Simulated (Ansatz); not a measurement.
**Sn10H16 hole sphere (Sn9AsH16+): one molecule under many settings**

Aim: run Sn10H16 hole sphere (Sn9AsH16+) under a spread of inputs, and see what each costs and gives.

The runs use Ansatz 0.2.0, Gaussian basis; the settings change from run to run.

1 further run of the same task is left out (set aside as unsound or not needed).

### Step 1. The molecule

An earlier r2SCAN-D4/def2-SVP relaxation fixed the geometry. Sn takes a core potential in def2 sets; no spin-orbit term is included.

26 atoms, charge 1, spin multiplicity 1.

Atoms are counted from 1 here; the program's logs count them from 0.

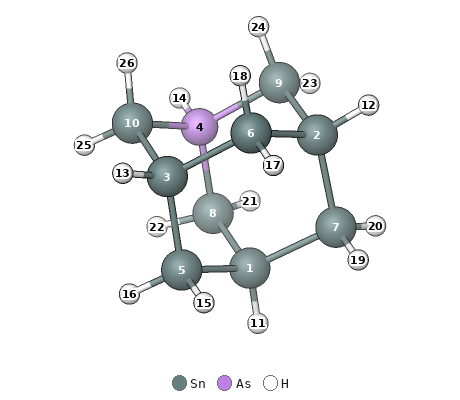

The geometry (tin teal, arsenic purple, hydrogen white); atoms are numbered from 1 in the order of the file.

### Step 2. wB97/def2-SVPD

Set apart from the defaults: density fitting with def2-universal-jkfit, a grid of angular degree 23.

Contents of in.yaml:

```yaml
crystal:
  periodic: [false, false, false]
  atoms:
    - {symbol: Sn, position_ang: [-1.649471, 1.561461, -1.655540]}
    - {symbol: Sn, position_ang: [1.561854, -1.652650, -1.648668]}
    - {symbol: Sn, position_ang: [-1.651338, -1.648725, 1.559772]}
    - {symbol: As, position_ang: [1.423772, 1.435131, 1.426006]}
    - {symbol: Sn, position_ang: [-3.290731, 0.010810, 0.005434]}
    - {symbol: Sn, position_ang: [0.012006, -3.292604, 0.014408]}
    - {symbol: Sn, position_ang: [0.012530, 0.006902, -3.292614]}
    - {symbol: Sn, position_ang: [-0.016961, 3.144756, -0.016122]}
    - {symbol: Sn, position_ang: [3.136136, -0.008811, -0.010003]}
    - {symbol: Sn, position_ang: [-0.009815, -0.012400, 3.137657]}
    - {symbol: H, position_ang: [-2.556646, 2.704212, -2.563856]}
    - {symbol: H, position_ang: [2.710008, -2.557493, -2.552556]}
    - {symbol: H, position_ang: [-2.560062, -2.550667, 2.706257]}
    - {symbol: H, position_ang: [2.297366, 2.308728, 2.300306]}
    - {symbol: H, position_ang: [-4.282048, -0.978000, -0.981243]}
    - {symbol: H, position_ang: [-4.254736, 1.011441, 1.006649]}
    - {symbol: H, position_ang: [-0.971643, -4.288846, -0.972182]}
    - {symbol: H, position_ang: [1.015324, -4.250199, 1.019124]}
    - {symbol: H, position_ang: [-0.975730, -0.980834, -4.283345]}
    - {symbol: H, position_ang: [1.015845, 1.005615, -4.256382]}
    - {symbol: H, position_ang: [1.216692, 4.063256, -0.770036]}
    - {symbol: H, position_ang: [-0.777153, 4.057776, 1.217729]}
    - {symbol: H, position_ang: [4.053915, 1.221445, -0.770338]}
    - {symbol: H, position_ang: [4.049638, -0.762777, 1.227359]}
    - {symbol: H, position_ang: [-0.763080, 1.216534, 4.062858]}
    - {symbol: H, position_ang: [1.230327, -0.771461, 4.043326]}
basis:
  gaussian: {orbitals: def2-SVPD, fitting: {mean_field: def2-universal-jkfit}, final_grid: {core_spheres: 8, valence_spheres: 7, degree: 23}}
total_charge: 1
hamiltonian: {xc: {name: wB97}}
```

The run is started by

```
$ ansatz run in.yaml --threads 2 --pin off --events-out ev --progress --plain --max-ram 32768MiB --backend cuda --devices 0, --max-vram 18GiB
```

Standard output:

```text
Functional definition: wB97
  name "wB97"
  cite "Chai & Head-Gordon, J. Chem. Phys. 128, 084106 (2008) doi:10.1063/1.2834918"
  cite "Becke, J. Chem. Phys. 107, 8554 (1997) doi:10.1063/1.475007"
  parameter omega = 0.4/bohr
  parameter cx1 = 1.13116
  parameter cx2 = -2.74915
  parameter cx3 = 12.0900
  parameter cx4 = -5.71642
  parameter css1 = -2.55352
  parameter css2 = 11.8926
  parameter css3 = -26.9452
  parameter css4 = 17.0927
  parameter cos1 = 3.99051
  parameter cos2 = -17.0066
  parameter cos3 = 1.07292
  parameter cos4 = 8.88211
  # The coefficients of nought are those of the uniform gas.
  exchange = spin_sum(e_x_unif_sr(omega)*poly(b97_u_x, 1, cx1, cx2, cx3, cx4)) + exact_x_lr(omega)
  correlation = spin_sum(e_c_pw_same_spin*poly(b97_u_same, 1, css1, css2, css3, css4))
      + integral(e_c_pw_opposite_spin*poly(b97_u_opposite, 1, cos1, cos2, cos3, cos4))
2516 factors; integrals over basis functions are off by at most 3.3e-1 eV
2516 factors; integrals over basis functions are off by at most 1.6e-5 eV
mean field evaluation 1: about -113586.1108 eV, gradient 2.0e1 eV
mean field evaluation 2: about -113587.9904 eV, gradient 8.7e0 eV
mean field evaluation 4: about -113588.2262 eV, gradient 1.1e0 eV
mean field evaluation 8: about -113588.2467 eV, gradient 2.6e-2 eV
mean field -113588.24675194 eV, -4174.2910752548 hartree, gradient 5.5e-5 eV, S^2 0.000000; 0 other end points of the search recorded, 0 dependent functions left out
reference -113588.24673365 eV, -4174.2910745826 hartree; 123, 123 occupied and 331, 331 virtual orbitals, 2516 factors
Total energy: -113588.24673365 eV, -4174.2910745826 hartree
```

It took 12 s on 1 × H100 (card shared with other runs) with 2 threads of AMD EPYC 7R13, shared host.

### Step 3. BLYP/def2-TZVP

Options: density fitting with def2-universal-jkfit, a grid of angular degree 23.

Changes to in.yaml since step 2:

```diff
@@ -30,4 +30,5 @@
 basis:
-  gaussian: {orbitals: def2-SVPD, fitting: {mean_field: def2-universal-jkfit}, final_grid: {core_spheres: 8, valence_spheres: 7, degree: 23}}
+  gaussian: {orbitals: def2-TZVP, fitting: {mean_field: def2-universal-jkfit}, final_grid: {core_spheres: 8, valence_spheres: 7, degree: 23}}
 total_charge: 1
-hamiltonian: {xc: {name: wB97}}
+hamiltonian: {xc: {name: BLYP}}
+scf: {omitted_lower_state_checks: [starts]}
```

The command is unchanged.

Standard output, shortened:

```text
Functional definition: BLYP
  name "BLYP"
  cite "Becke, Phys. Rev. A 38, 3098 (1988) doi:10.1103/PhysRevA.38.3098"
  cite "Lee, Yang & Parr, Phys. Rev. B 37, 785 (1988) doi:10.1103/PhysRevB.37.785"
[...]
2516 factors; integrals over basis functions are off by at most 6.0e-1 eV
[...]
mean field -113570.20358491 eV, -4173.6280010967 hartree, gradient 7.5e-5 eV, S^2 0.000000; 0 other end points of the search recorded, 0 dependent functions left out
reference -113570.20451662 eV, -4173.6280353364 hartree; 123, 123 occupied and 471, 471 virtual orbitals, 2516 factors
Total energy: -113570.20451662 eV, -4173.6280353364 hartree
Checks for a lower state left out: starts
```

Wall time 8 s (1 × H100 (card shared with other runs) with 2 threads of AMD EPYC 7R13, shared host).

### Step 4. B3LYP5/def2-TZVP

Set apart from the defaults: atoms shaken by 0.15 Å, density fitting with def2-universal-jkfit.

Contents of in.yaml:

```yaml
crystal:
  periodic: [false, false, false]
  atoms:
    - {symbol: Sn, position_ang: [-1.663637, 1.643257, -1.434495]}
    - {symbol: Sn, position_ang: [1.621877, -1.325699, -1.870934]}
    - {symbol: Sn, position_ang: [-1.404613, -1.725815, 1.549964]}
    - {symbol: As, position_ang: [1.397459, 1.318286, 1.237977]}
    - {symbol: Sn, position_ang: [-3.690335, -0.031201, -0.002433]}
    - {symbol: Sn, position_ang: [-0.101378, -3.107505, -0.005923]}
    - {symbol: Sn, position_ang: [0.130738, 0.157537, -3.170118]}
    - {symbol: Sn, position_ang: [-0.304564, 2.746236, -0.072059]}
    - {symbol: Sn, position_ang: [3.087013, 0.055962, -0.019323]}
    - {symbol: Sn, position_ang: [0.082393, 0.218067, 2.674601]}
    - {symbol: H, position_ang: [-2.511192, 2.841548, -2.519666]}
    - {symbol: H, position_ang: [2.393012, -2.817776, -2.571647]}
    - {symbol: H, position_ang: [-2.819235, -2.457927, 2.880394]}
    - {symbol: H, position_ang: [2.190822, 2.198000, 2.079003]}
    - {symbol: H, position_ang: [-4.445981, -1.101415, -1.075444]}
    - {symbol: H, position_ang: [-4.397285, 1.141163, 1.017785]}
    - {symbol: H, position_ang: [-1.126459, -4.378590, -0.857254]}
    - {symbol: H, position_ang: [0.986596, -4.314738, 0.890502]}
    - {symbol: H, position_ang: [-0.941984, -1.136978, -4.479443]}
    - {symbol: H, position_ang: [0.784615, 1.290028, -4.258751]}
    - {symbol: H, position_ang: [1.045186, 4.011283, -0.734855]}
    - {symbol: H, position_ang: [-0.843051, 4.128642, 1.128820]}
    - {symbol: H, position_ang: [4.251493, 1.195587, -0.675683]}
    - {symbol: H, position_ang: [4.179225, -0.770218, 1.535194]}
    - {symbol: H, position_ang: [-0.635845, 1.167395, 4.177626]}
    - {symbol: H, position_ang: [1.322875, -0.868393, 4.293749]}
basis:
  gaussian: {orbitals: def2-TZVP, fitting: {mean_field: def2-universal-jkfit}}
total_charge: 1
hamiltonian: {xc: {name: B3LYP5}}
```

Launched as before.

Standard output, shortened:

```text
Functional definition: B3LYP5
  name "B3LYP5"
  cite "Stephens, Devlin, Chabalowski & Frisch, J. Phys. Chem. 98, 11623 (1994) doi:10.1021/j100096a001"
  cite "Becke, Phys. Rev. A 38, 3098 (1988) doi:10.1103/PhysRevA.38.3098"
  cite "Lee, Yang & Parr, Phys. Rev. B 37, 785 (1988) doi:10.1103/PhysRevB.37.785"
  cite "Vosko, Wilk & Nusair, Can. J. Phys. 58, 1200 (1980) doi:10.1139/p80-159"
[...]
2516 factors; integrals over basis functions are off by at most 7.7e-1 eV
[...]
mean field -113566.97704337 eV, -4173.5094278819 hartree, gradient 4.2e-5 eV, S^2 0.000000; 0 other end points of the search recorded, 0 dependent functions left out
reference -113566.97763687 eV, -4173.5094496926 hartree; 123, 123 occupied and 471, 471 virtual orbitals, 2516 factors
Total energy: -113566.97763687 eV, -4173.5094496926 hartree
```

It took 7.5 s on 1 × H100 (card shared with other runs) with 2 threads of AMD EPYC 7R13, shared host.

### Step 5. r2SCAN/def2-mTZVP

This run has unrestricted orbitals, density fitting with def2-universal-jkfit, D3(BJ) with three-body dispersion, high accuracy, the search for lower states set to light.

Contents of in.yaml:

```yaml
crystal:
  periodic: [false, false, false]
  atoms:
    - {symbol: Sn, position_ang: [-1.649471, 1.561461, -1.655540]}
    - {symbol: Sn, position_ang: [1.561854, -1.652650, -1.648668]}
    - {symbol: Sn, position_ang: [-1.651338, -1.648725, 1.559772]}
    - {symbol: As, position_ang: [1.423772, 1.435131, 1.426006]}
    - {symbol: Sn, position_ang: [-3.290731, 0.010810, 0.005434]}
    - {symbol: Sn, position_ang: [0.012006, -3.292604, 0.014408]}
    - {symbol: Sn, position_ang: [0.012530, 0.006902, -3.292614]}
    - {symbol: Sn, position_ang: [-0.016961, 3.144756, -0.016122]}
    - {symbol: Sn, position_ang: [3.136136, -0.008811, -0.010003]}
    - {symbol: Sn, position_ang: [-0.009815, -0.012400, 3.137657]}
    - {symbol: H, position_ang: [-2.556646, 2.704212, -2.563856]}
    - {symbol: H, position_ang: [2.710008, -2.557493, -2.552556]}
    - {symbol: H, position_ang: [-2.560062, -2.550667, 2.706257]}
    - {symbol: H, position_ang: [2.297366, 2.308728, 2.300306]}
    - {symbol: H, position_ang: [-4.282048, -0.978000, -0.981243]}
    - {symbol: H, position_ang: [-4.254736, 1.011441, 1.006649]}
    - {symbol: H, position_ang: [-0.971643, -4.288846, -0.972182]}
    - {symbol: H, position_ang: [1.015324, -4.250199, 1.019124]}
    - {symbol: H, position_ang: [-0.975730, -0.980834, -4.283345]}
    - {symbol: H, position_ang: [1.015845, 1.005615, -4.256382]}
    - {symbol: H, position_ang: [1.216692, 4.063256, -0.770036]}
    - {symbol: H, position_ang: [-0.777153, 4.057776, 1.217729]}
    - {symbol: H, position_ang: [4.053915, 1.221445, -0.770338]}
    - {symbol: H, position_ang: [4.049638, -0.762777, 1.227359]}
    - {symbol: H, position_ang: [-0.763080, 1.216534, 4.062858]}
    - {symbol: H, position_ang: [1.230327, -0.771461, 4.043326]}
basis:
  gaussian: {orbitals: def2-mTZVP, fitting: {mean_field: def2-universal-jkfit}}
total_charge: 1
magnetization: {spin_polarized: true, initial_magnetization: 0}
hamiltonian: {xc: {name: r2SCAN}, dispersion: d3bjatm}
accuracy: high
scf: {lower_state_search: light}
```

Same command.

Standard output:

```text
Functional definition: r2SCAN
  name "r2SCAN"
  cite "Furness, Kaplan, Ning, Perdew & Sun, J. Phys. Chem. Lett. 11, 8208 (2020) doi:10.1021/acs.jpclett.0c02405"
  cite "Furness, Kaplan, Ning, Perdew & Sun, J. Phys. Chem. Lett. 11, 9248 (2020) doi:10.1021/acs.jpclett.0c03077"
  parent r2scan
  parameter k0 = 0.174
  parameter k1 = 0.065
  parameter a1 = 4.9479
  exchange = r2scan_x(k0 = k0, k1 = k1, a1 = a1)
  correlation = r2scan_c
2516 factors; integrals over basis functions are off by at most 6.0e-1 eV
mean field evaluation 1: about -113600.7203 eV, gradient 1.7e1 eV
mean field evaluation 2: about -113601.5001 eV, gradient 1.2e1 eV
mean field evaluation 4: about -113602.4026 eV, gradient 1.6e0 eV
mean field evaluation 8: about -113602.4202 eV, gradient 1.4e-1 eV
mean field evaluation 16: about -113602.4203 eV, gradient 3.5e-5 eV
mean field -113602.42027559 eV, -4174.8119426419 hartree, gradient 4.5e-8 eV, S^2 0.000000; 0 other end points of the search recorded, 0 dependent functions left out
reference -113602.42028976 eV, -4174.8119431626 hartree; 123, 123 occupied and 285, 285 virtual orbitals, 2516 factors
Total energy: -113602.89615595 eV, -4174.8294309223 hartree
```

Wall time 19 s (1 × H100 (card shared with other runs) with 2 threads of AMD EPYC 7R13, shared host); peak host memory 2 GiB.

⟨S²⟩ 0.000.

### Step 6. The runs in one table

| level | charge | multiplicity | geometry | functions | energy (eV) | time |
| --- | --- | --- | --- | --- | --- | --- |
| wB97/def2-SVPD | 1 | 1 | relaxed | 454 | -113588.247 | 12 s |
| BLYP/def2-TZVP | 1 | 1 | relaxed | 594 | -113570.205 | 8 s |
| B3LYP5/def2-TZVP | 1 | 1 | shaken | 594 | -113566.978 | 7.5 s |
| r2SCAN/def2-mTZVP | 1 | 1 | relaxed | 408 | -113602.896 | 19 s |

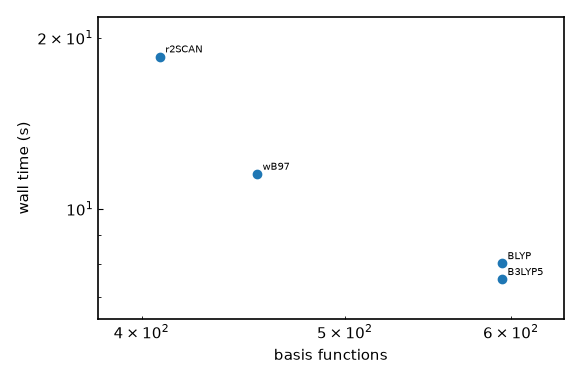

Wall time against the number of basis functions (shared host).

### Step 7. Outcome

```
                                         quantity                    value
                                             runs                        4
                                         quickest  B3LYP5/def2-TZVP, 7.5 s
                                          slowest  r2SCAN/def2-mTZVP, 19 s
spread of total energies, same state and geometry                  32.7 eV
```

**Reading.** r2SCAN/def2-mTZVP took 2 times as long as B3LYP5/def2-TZVP. The jobs differ in tasks and options as well as level. The totals spread over 33 eV; they can't be compared across methods or bases.
